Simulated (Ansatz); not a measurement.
Bands of a (6,0) BP nanotube, along its axis.

The numbers are results of PBE (plane waves to 420 eV, PAW; Ansatz, a quantum-chemistry and plane-wave program), not measurements. Mesh 1×1×6. No spin polarisation. Periodic along z alone, with about 11 Å of vacuum beside it. A hypothetical model, rolled from the flat sheet. It keeps the symmetry and period of its start, so it need not be a minimum against all distortions.

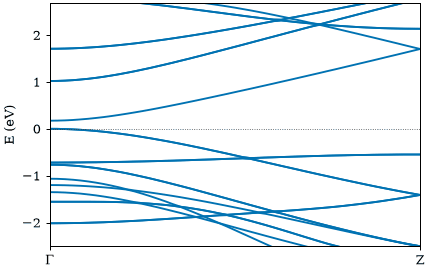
Bands from the zone centre to the zone edge (period 5.54 Å); the dotted line marks the highest filled level

Q: Is it a metal or a semiconductor at this level? Give what the bands show.

A: A semiconductor in PBE.
PBE gap: 0.17 eV, direct at Γ
